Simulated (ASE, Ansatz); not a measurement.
**Convergence of a linear-scaling basis for CdH14C4SN2Cl2O5 (P2_1) (58 atoms)**

Aim: test how closely localised support functions follow the reference on CdH14C4SN2Cl2O5 (P2_1) (58 atoms), and at what cost. A setting counts as converged where the r.m.s. difference of forces stays under 1 % of the r.m.s. force.

Program: Ansatz 0.2.0. Level of theory: Kohn-Sham DFT, PBE+D3(BJ), PAW (set soft_2), plane waves. Results are calculated unless marked as measured.

## Step 1: The starting structure

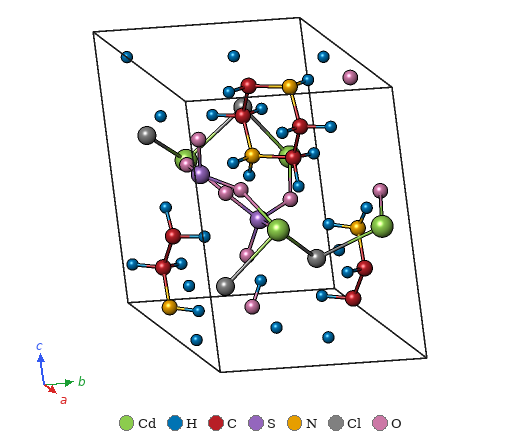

The cell as given, slightly off an axis (cadmium green, hydrogen blue, carbon red, sulfur purple, nitrogen orange, chlorine grey, oxygen pink). Bonds to atoms that aren't drawn are left out. Some periodic images of atoms are drawn too.

The cell holds 58 atoms: 2 Cd, 28 H, 8 C, 2 S, 4 N, 4 Cl and 10 O. Cell: a = 9.350 Å, b = 7.469 Å, c = 9.429 Å, α = 90.0°, β = 116.1°, γ = 90.0°. It derives from CdH14C4SN2Cl2O5 (P2_1), repeated 1×1×1. CdH14C4SN2Cl2O5, space group P2_1, structure from the Crystallography Open Database, 1 x 1 x 1 conventional cells; positions as listed; bonds to H set to neutron lengths (C-H 1.089, N-H 1.015, O-H 0.983, B-H 1.19 Å) where the listed ones are shorter.

Coordinates:

```xyz
58
Lattice="9.3500 0.0000 0.0000 0.0000 7.4689 0.0000 -4.1532 0.0000 8.4649" Properties=species:S:1:pos:R:3 pbc="T T T"
Cd    7.2452    2.7389    4.2880
Cd   -2.0484    6.4734    4.1769
H    -2.6515    0.6963    7.9229
H     7.8484    4.4308    0.5420
H     2.5793    1.6274    0.2770
H     2.6175    5.3618    8.1880
H     0.4471    7.4340    1.4715
H     4.7497    3.6996    6.9934
H     0.4657    1.7255    1.3841
H     4.7311    5.4599    7.0808
H     2.3962    1.8389    2.8348
H     2.8007    5.5734    5.6301
H     1.1491    0.8600    3.6051
H     4.0478    4.5945    4.8598
H     3.3577    7.3350    3.7360
H     1.8392    3.6005    4.7289
H     2.2965    6.3591    2.9477
H     2.9003    2.6246    5.5173
H     4.3906    6.3235    1.8053
H     0.8062    2.5890    6.6596
H     4.3400    0.6144    1.6932
H     0.8568    4.3488    6.7718
H    -0.5352    7.0496    8.0608
H     5.7321    3.3151    0.4041
H     2.3578    6.1589    0.4508
H     2.8391    2.4245    8.0142
H     2.6651    3.8196    1.2266
H     2.5317    0.0851    7.2384
H    -1.0368    3.9814    8.1590
H     6.2336    0.2470    0.3059
C     1.0943    0.8410    1.4763
C     4.1026    4.5754    6.9887
C     1.8517    0.8978    2.7740
C     3.3452    4.6322    5.6910
C     3.7279    7.1828    1.7150
C     1.4689    3.4484    6.7500
C     2.9391    7.0798    0.4469
C     2.2577    3.3453    8.0180
S     0.4607    4.5120    2.7509
S     4.7361    0.7775    5.7141
N     2.0318    0.7738    0.3200
N     3.1650    4.5082    8.1450
N     2.8118    7.2314    2.8865
N     2.3850    3.4969    5.5784
Cl   -0.8734    0.8470    5.6141
Cl    6.0703    4.5814    2.8508
Cl    7.0872    0.9336    2.3738
Cl   -1.8903    4.6681    6.0911
O     0.0430    4.2588    1.3874
O     5.1538    0.5243    7.0775
O     0.0429    3.4245    3.6459
O     5.1539    7.1589    4.8191
O    -0.0492    5.8056    3.2446
O     5.2460    2.0711    5.2203
O     1.9444    4.5560    2.8002
O     3.2524    0.8216    5.6647
O     3.1384    3.3610    0.4563
O     2.0584    7.0955    8.0087
```

Limits known from the start: The Brillouin zone is sampled at Γ only, in a cell whose shortest periodic width is 7 Å.

## Step 2: Plane-wave single point

The first run uses the default basis; a harder plane-wave run follows as the reference for the support functions.

input.yaml reads:

```yaml
crystal:
  lattice:
    - [9.35, 0.0, 0.0]
    - [0.0, 7.4689, 0.0]
    - [-4.15317, 0.0, 8.46495]
  atoms:
    - { symbol: Cd, position: [0.9999, 0.36671, 0.50656] }
    - { symbol: Cd, position: [0.0001, 0.86671, 0.49344] }
    - { symbol: H, position: [0.13216, 0.09323, 0.93597] }
    - { symbol: H, position: [0.86784, 0.59323, 0.06403] }
    [... 48 atom lines left out ...]
    - { symbol: O, position: [0.165, 0.7773, 0.3833] }
    - { symbol: O, position: [0.835, 0.2773, 0.6167] }
    - { symbol: O, position: [0.3549, 0.61, 0.3308] }
    - { symbol: O, position: [0.6451, 0.11, 0.6692] }
    - { symbol: O, position: [0.3596, 0.45, 0.0539] }
    - { symbol: O, position: [0.6404, 0.95, 0.9461] }
kpoints:
  mp_grid: { grid: [1, 1, 1] }
hamiltonian:
  xc: pbe
  dispersion: d3bj
scf:
  occupations: { method: fixed }
output:
  forces: true
  stress: true
  populations: true
  dos:
    method: { smearing: { sigma: 0.08 } }
    de: 0.1
    projected: { site_lists: { C: [C], Cd: [Cd], Cl: [Cl], H: [H], "N": ["N"] } }
  eigenvalues: true
  write_density: true
  write_potential: true
  volumetric_format: npy
  elf: true
```

Command:

```
$ ansatz run input.yaml --threads 4 --pin off --max-ram 8192MiB --backend cpu --events-out ev --progress --plain --runs-dir out
```

Numbers of over 12 decimals in the logs are rounded to 6 here.

Log:

```text
Engine: ansatz 0.2.0, aarch64-unknown-linux-gnu
Pseudopotentials: kind: paw
Pseudopotential: Cd, paw, valence charge 20, recommended cutoff 420 eV (normal), Cd.paw.azcp
Pseudopotential: H, paw, valence charge 1, recommended cutoff 420 eV (normal), H.paw.azcp
Pseudopotential: C, paw, valence charge 4, recommended cutoff 420 eV (normal), C.paw.azcp
Pseudopotential: S, paw, valence charge 6, recommended cutoff 420 eV (normal), S.paw.azcp
Pseudopotential: N, paw, valence charge 5, recommended cutoff 420 eV (normal), N.paw.azcp
Pseudopotential: Cl, paw, valence charge 7, recommended cutoff 420 eV (normal), Cl.paw.azcp
Pseudopotential: O, paw, valence charge 6, recommended cutoff 420 eV (normal), O.paw.azcp
[... 5 lines on functional and potentials left out ...]
Crystal: 58 atoms, lattice volume = 591.143 Å³
Basis set: ecut = 420 eV, 11583 PW (Γ), exchange–correlation on 128×100×128 points (8 copies of the dense FFT grid, shifted against one another)
Bands: 168, of which v1, the nominal top of the filled ones, is band 110 counted from 1 (109 counted from 0)
Symmetry: 2 space group operations
Space group: P21 (ITA 4), of the structure as read, at distance tolerance 8.4e-5 Å
k-points: 1
[... 15 lines on functional and potentials left out ...]
Initial density: superposition of atomic densities (neutral atoms: chi_scale 0, normalization atom), corrected by the library's trained network
Initial wavefunctions: pseudopotential atomic-orbital guess
Functional: x = pbe(κ = 0.804, μ = 0.219515), c = pbe(β = 0.066725)
SCF iter   1: F=—  HF=-32308.597616 eV  |F-HF|=—  |Δ(HF+E_count)|=         —  Δρ=3.62e-3  dr2=1.12e-1  ethr=1.77e-3  ⟨swp⟩=5.0  Hψ=635  notcnv=0  defer=56
preconditioner: auto → Resta (q_TF=auto, 2.314 Å⁻¹)  ε∞=2.8  [insulator: Δε(μ)=4.303 eV  Ē_g=16.279 eV  n_scr=134 (ndim 8)  ℏωp=21.8 eV  f_vac=0.151  ε∞_Penn≈2.8]
SCF iter   2: F=—  HF=-32308.556966 eV  |F-HF|=—  |Δ(HF+E_count)|=   4.07e-2  Δρ=1.88e-3  dr2=2.03e-2  ethr=5.10e-5  ⟨swp⟩=2.0  Hψ=236  notcnv=0  defer=56
SCF iter   3: F=—  HF=-32308.560559 eV  |F-HF|=—  |Δ(HF+E_count)|=   3.59e-3  Δρ=7.88e-4  dr2=4.11e-3  ethr=9.23e-6  ⟨swp⟩=2.0  Hψ=212  notcnv=0  defer=56
SCF iter   4: F=—  HF=-32308.560566 eV  |F-HF|=—  |Δ(HF+E_count)|=   7.51e-6  Δρ=3.26e-4  dr2=6.17e-4  ethr=1.87e-6  ⟨swp⟩=2.0  Hψ=215  notcnv=0  defer=56
SCF iter   5: F=—  HF=-32308.560570 eV  |F-HF|=—  |Δ(HF+E_count)|=   3.27e-6  Δρ=1.15e-4  dr2=7.21e-5  ethr=2.80e-7  ⟨swp⟩=2.0  Hψ=212  notcnv=0  defer=56
SCF iter   6: F=—  HF=-32308.561054 eV  |F-HF|=—  |Δ(HF+E_count)|=   4.84e-4  Δρ=4.20e-5  dr2=9.48e-6  ethr=3.28e-8  ⟨swp⟩=2.0  Hψ=260  notcnv=0  defer=50
SCF iter   7: F=—  HF=-32308.561060 eV  |F-HF|=—  |Δ(HF+E_count)|=   5.86e-6  Δρ=1.18e-5  dr2=7.93e-7  ethr=4.31e-9  ⟨swp⟩=2.0  Hψ=218  notcnv=0  defer=51
SCF iter   8: F=-32308.561061 eV  HF=-32308.561060 eV  |F-HF|=6.24e-8  |Δ(HF+E_count)|=   8.78e-7  Δρ=4.12e-6  dr2=9.24e-8  ethr=4.55e-11  ⟨swp⟩=18.0  Hψ=1753  notcnv=0
SCF 1 converged in 8 iterations: F = -32308.561061 eV  dr2 = 9.24e-8
  greatest PAW one-centre occupation: 1.000 electrons in one spin orbital (limit 2), on the Cd atom at site 1 (counted from 0), in its partial waves of l = 1
SCF converged after 8 iterations
Free energy (F): -32308.561061 eV
Harris-Foulkes:  -32308.561060 eV  (|F-HF|=6.24e-8)
Internal energy: -32308.561061 eV  (E = F + TS)
E sigma→0 (E₀):  -32308.561061 eV
Fermi energy:    1.648929 eV
--- Per-component energies (eV) ---
  E_band       = -2222.809311
  E_kinetic    = 5323.500595
  E_local      = -21912.607419  (includes V_loc(G=0)·N_el)
  E_nonlocal   = 1167.916307
  E_hartree    = 8981.875966
  E_xc         = -2594.765948
  E_vxc        = -3159.839460  (∫ρ·V_xc dr)
  E_paw        = -14919.869496  (= ΣΔE_a)
  E_vpaw       = -1605.515419  (= ΣTr[D̂ρ^β])
  E_aug_tail   = -0.011575  (compensation charges beyond the density's cutoff)
  E_ewald      = -8349.779597
  E_disp       = -4.819894  (pairwise vdW)
  E_smearing   = -0.000000  (= −TS)
  E_closure    = -0.000000  (closes the sum)
  Σ components = -32308.561061   (vs F -32308.561061, Δ=0.00e0)
--- Forces (eV/Å), atoms counted from 1 ---
  atom   1  Cd     0.03756349     0.00870339    -0.02096452
  atom   2  Cd    -0.03756349     0.00870339     0.02096452
  atom   3  H     -0.93220746    -0.00756962    -1.01843929
  atom   4  H      0.93220746    -0.00756962     1.01843929
  atom   5  H      0.54634426     1.38128881    -0.11397928
  atom   6  H     -0.54634426     1.38128881     0.11397928
  atom   7  H     -0.10167459    -0.18784492    -0.24312533
  atom   8  H      0.10167459    -0.18784492     0.24312533
  atom   9  H     -0.03384585     0.15872626    -0.09099391
  atom  10  H      0.03384585     0.15872626     0.09099391
  atom  11  H      0.38842446     0.18048831     0.13461151
  atom  12  H     -0.38842446     0.18048831    -0.13461151
  atom  13  H     -0.08649548    -0.09646504     0.15862090
  atom  14  H      0.08649548    -0.09646504    -0.15862090
[...]
atom  57  O     -0.22829349     0.41964877     0.77192052
  atom  58  O      0.22829349     0.41964877    -0.77192052
  max |Σ_I F_I| component: 3.64e-6 eV/Å
--- Stress (GPa, compression-positive) ---
        3.011994       0.000000       1.361914
        0.000000       2.832922       0.000000
        1.361914       0.000000       2.985567
  P = ⅓ Tr σ = 2.9435 GPa (29.435 kbar)
--- Band table (eV) ---
  k-point 0: bands = ["-98.2422", "-98.2421", "-59.3518", "-59.3517", [... 152 levels ...], "12.3965", "12.4824", "12.5562", "12.6085", "12.6620", "12.6956", "12.7930", "12.8757", "13.0360", "13.1651", "13.2023", "13.2756"]
--- Löwdin populations: 58 sites ---
  site symbol       q [e]
     0     Cd     18.5772
     1     Cd     18.5772
     2      H      0.6407
[...]
57      O      6.7079
  spilling = 0.012468 (of n_electrons = 220.000000)
```

Elapsed: 6.7 s, on 4 threads of Arm Neoverse N1, shared host; peak memory 0.71 GiB; 24 s of CPU time.

Read from the output:

```yaml
free_energy: -32308.5611 eV
free_energy_per_atom: -557.0442 eV/atom
scf_cycles: 8
pressure: 2.943 GPa
r_m_s_force_component: 0.5481 eV/Å
longest_force: 1.847 eV/Å
fermi_energy: 1.649 eV
spacing_of_highest_filled_and_lowest_empty_level: 4.315 eV
spilling_of_the_projection: 0.01247
```

The r.m.s. force component of 0.55 eV/Å and the pressure of 2.9 GPa set the scale for the differences below.

## Step 3: Plane waves at 750 eV (750 eV)

A harder cutoff gives the support functions a reference with less basis error.

input.yaml, the sections that differ from step 2:

```yaml
output:
  forces: true
  eigenvalues: true
basis:
  ecutwfc: "750 eV"
# crystal, kpoints, hamiltonian, scf: as in step 2
```

Log:

```text
[...]
Crystal: 58 atoms, lattice volume = 591.143 Å³
Basis set: ecut = 750 eV, 27593 PW (Γ), exchange–correlation on 180×144×180 points (8 copies of the dense FFT grid, shifted against one another)
Bands: 168, of which v1, the nominal top of the filled ones, is band 110 counted from 1 (109 counted from 0)
Symmetry: 2 space group operations
[...]
k-points: 1
[...]
SCF iter   1: F=—  HF=-32308.807759 eV  |F-HF|=—  |Δ(HF+E_count)|=         —  Δρ=3.77e-3  dr2=1.12e-1  ethr=1.77e-3  ⟨swp⟩=4.0  Hψ=635  notcnv=0  defer=56
[...]
SCF iter   3: F=—  HF=-32308.771507 eV  |F-HF|=—  |Δ(HF+E_count)|=   3.60e-3  Δρ=8.13e-4  dr2=4.18e-3  ethr=9.29e-6  ⟨swp⟩=2.0  Hψ=212  notcnv=0  defer=15
automatic band count: iteration 3 solves 127 bands in place of 168: the levels show a gap, and the empty bands left out lie too high to hold charge; the band table lists the bands solved (type scf.n_extra_bands for more)
SCF iter   4: F=—  HF=-32308.771454 eV  |F-HF|=—  |Δ(HF+E_count)|=   5.38e-5  Δρ=3.26e-4  dr2=6.13e-4  ethr=1.90e-6  ⟨swp⟩=2.0  Hψ=215  notcnv=0  defer=15
[...]
SCF iter   8: F=-32308.771393 eV  HF=-32308.771393 eV  |F-HF|=7.04e-8  |Δ(HF+E_count)|=   8.63e-7  Δρ=4.11e-6  dr2=9.02e-8  ethr=4.55e-11  ⟨swp⟩=15.0  Hψ=735  notcnv=0
SCF 1 converged in 8 iterations: F = -32308.771393 eV  dr2 = 9.02e-8
[...]
SCF converged after 8 iterations
Free energy (F): -32308.771393 eV
[...]
Internal energy: -32308.771393 eV  (E = F + TS)
E sigma→0 (E₀):  -32308.771393 eV
Fermi energy:    1.648284 eV
[...]
Σ components = -32308.771393   (vs F -32308.771393, Δ=0.00e0)
--- Forces (eV/Å), atoms counted from 1 ---
  atom   1  Cd     0.03781489     0.00876755    -0.02100392
  atom   2  Cd    -0.03781489     0.00876755     0.02100392
  atom   3  H     -0.92648076    -0.00627126    -1.00854994
  atom   4  H      0.92648076    -0.00627126     1.00854994
[...]
atom  58  O      0.23635775     0.43833127    -0.76858215
  max |Σ_I F_I| component: 4.83e-5 eV/Å
--- Band table (eV) ---
[...]
```

Elapsed: 9 s, on 4 threads; peak memory 1.3 GiB; 34 s of CPU time.

Forces differ from the reference by 6.3 meV/Å r.m.s., 1.2 % of their size, over a tolerance of 1 %; the energy by -3.6 meV/atom. This is the tighter run, so the reference isn't converged in this setting (nor is this run shown to be).

## Step 4: Support functions medium

With localised support functions most steps grow linearly with size, though the diagonalisation grows faster unless the density matrix is cut; this run measures error and cost at this size. Besides, the program derives a nominal cutoff of 464 eV for this run, against the reference's 750.

This step: Kohn-Sham DFT, PBE+D3(BJ), PAW (set soft_2), localised support functions (medium) (Ansatz 0.2.0).

input.yaml, the sections that differ from step 3:

```yaml
scf:
  occupations: { method: fixed }
  eigensolver: { kind: { support_functions: { accuracy: medium } } }
  max_iter: 150
# crystal, kpoints, hamiltonian, output: as in step 3
# basis: removed
```

Log:

```text
Warning: scf.eigensolver.kind.support_functions: disabling space-group detection — the functions' gradient is summed over unrotated k-points, so no spatial operation reduces the k-mesh or symmetrises the density; time reversal is kept, so that k and −k are solved as one point where they differ and the mesh holds both, and exact exchange and, on two spinor components, a DFT+U term hold to it where the run has them: [...]
Warning: basis.ecutwfc = 464 eV, auto-derived: no grid that the accuracy of the support functions lays serves the files at the lower one that their records recommend; a deck with other species or settings can derive another value
settings of this run that can trade accuracy for cost: scf.eigensolver.kind.support_functions [...]
[...]
Crystal: 58 atoms, lattice volume = 591.143 Å³
Basis set: ecut = 464 eV, 13409 PW (Γ), exchange–correlation on 144×120×144 points (8 copies of the dense FFT grid, shifted against one another)
Bands: 132, of which v1, the nominal top of the filled ones, is band 110 counted from 1 (109 counted from 0)
Symmetry: 1 space group operations
k-points: 1
[...]
SCF iter   1: F=—  HF=-32316.267266 eV  |F-HF|=—  |Δ(HF+E_count)|=         —  Δρ=1.13e-1  dr2=9.07e1  ethr=1.00e-1
[...]
SCF iter  12: F=—  HF=-32308.787754 eV  |F-HF|=—  |Δ(HF+E_count)|=   9.32e-4  Δρ=1.52e-5  dr2=2.79e-6  ethr=8.93e-9  κ⁻¹=1.7e-6(r=7)
SCF iter  13: F=-32308.788511 eV  HF=-32308.788511 eV  |F-HF|=6.65e-8  |Δ(HF+E_count)|=   7.58e-4  Δρ=8.14e-6  dr2=6.82e-7  ethr=1.27e-9
SCF 1 converged in 13 iterations: F = -32308.798311 eV  dr2 = 6.82e-7
[...]
SCF converged after 13 iterations
Stability not checked: this state was not tested for a lower state beside it, because the mixer in use, unlike msr1, does not test its closes by its own steps (another_mixer; see scf.mixing.algorithm and scf.lower_state_search)
Free energy (F): -32308.798311 eV
[...]
Internal energy: -32308.798311 eV  (E = F + TS)
E sigma→0 (E₀):  -32308.798311 eV
Fermi energy:    1.648448 eV
[...]
Σ components = -32308.798311   (vs F -32308.798311, Δ=0.00e0)
--- Forces (eV/Å), atoms counted from 1 ---
  atom   1  Cd     0.03790039     0.00830346    -0.02105469
  atom   2  Cd    -0.03802953     0.00848553     0.02086033
  atom   3  H     -0.92572828    -0.00638457    -1.00710520
  atom   4  H      0.92578608    -0.00628411     1.00700793
[...]
atom  58  O      0.23829892     0.44262712    -0.76700647
  max |Σ_I F_I| component: 2.40e-3 eV/Å
--- Band table (eV) ---
[...]
```

Elapsed: 1.8 min, on 4 threads; peak memory 2 GiB.

The program notes that the band table was not solved further than the SCF left it and it switched symmetry off.

Keys that differ from the reference: basis.ecutwfc removed, support_functions.accuracy = "medium" and scf.max_iter = 150.

Forces differ from the reference by 1.1 meV/Å r.m.s., 0.19 % of their size, well within a tolerance of 1 %; the energy by -0.46 meV/atom. It took 12 times the reference's time (shared host, so rough).

## Step 5: Support functions low

With localised support functions most steps grow linearly with size, though the diagonalisation grows faster unless the density matrix is cut; this run measures error and cost at this size. Besides, the program derives a nominal cutoff of 420 eV for this run, against the reference's 750.

This step: Kohn-Sham DFT, PBE+D3(BJ), PAW (set soft_2), localised support functions (low) (Ansatz 0.2.0).

input.yaml, the sections that differ from step 4:

```yaml
scf:
  occupations: { method: fixed }
  eigensolver: { kind: { support_functions: { accuracy: low } } }
  max_iter: 150
# crystal, kpoints, hamiltonian, output: as in step 4
```

Log:

```text
[...]
Crystal: 58 atoms, lattice volume = 591.143 Å³
Basis set: ecut = 420 eV, 11583 PW (Γ), exchange–correlation on 144×120×144 points (8 copies of the dense FFT grid, shifted against one another)
Bands: 132, of which v1, the nominal top of the filled ones, is band 110 counted from 1 (109 counted from 0)
Symmetry: 1 space group operations
k-points: 1
[...]
SCF iter   1: F=—  HF=-32316.266032 eV  |F-HF|=—  |Δ(HF+E_count)|=         —  Δρ=1.13e-1  dr2=9.07e1  ethr=1.00e-1
[...]
SCF iter  11: F=—  HF=-32308.786660 eV  |F-HF|=—  |Δ(HF+E_count)|=   1.20e-3  Δρ=5.20e-5  dr2=1.96e-5  ethr=3.74e-8  κ⁻¹=1.9e-6(r=7)
SCF iter  12: F=-32308.787593 eV  HF=-32308.787592 eV  |F-HF|=1.30e-6  |Δ(HF+E_count)|=   9.32e-4  Δρ=1.52e-5  dr2=2.79e-6  ethr=8.93e-9
SCF 1 converged in 12 iterations: F = -32308.798148 eV  dr2 = 2.79e-6
[...]
SCF converged after 12 iterations
[...]
Free energy (F): -32308.798148 eV
[...]
Internal energy: -32308.798148 eV  (E = F + TS)
E sigma→0 (E₀):  -32308.798148 eV
Fermi energy:    1.648836 eV
[...]
Σ components = -32308.798148   (vs F -32308.798148, Δ=0.00e0)
--- Forces (eV/Å), atoms counted from 1 ---
  atom   1  Cd     0.03790063     0.00827894    -0.02107747
  atom   2  Cd    -0.03799903     0.00850053     0.02086871
  atom   3  H     -0.92571111    -0.00643846    -1.00735829
  atom   4  H      0.92577404    -0.00632524     1.00725407
[...]
atom  58  O      0.23838798     0.44273904    -0.76694505
  max |Σ_I F_I| component: 3.61e-3 eV/Å
--- Band table (eV) ---
[...]
```

Wall time 93 s (4 threads); peak memory 2 GiB.

Keys that differ from the reference: basis.ecutwfc removed, support_functions.accuracy = "low" and scf.max_iter = 150.

Forces differ from the reference by 1.1 meV/Å r.m.s., 0.20 % of their size, well within a tolerance of 1 %; the energy by -0.46 meV/atom. It took 10 times the reference's time (shared host, so rough).

(Continued in part 2 of 3.)

[Logs are printed without paths, hosts, clocks, repeated set-up lines and the standing remarks that a program may print on its own settings, such as how far it seeks lower states.]

[Hosts, paths, dates, database ids (printed as entryN), source tags and the programs' standing remarks are cut or masked in the printed files.]
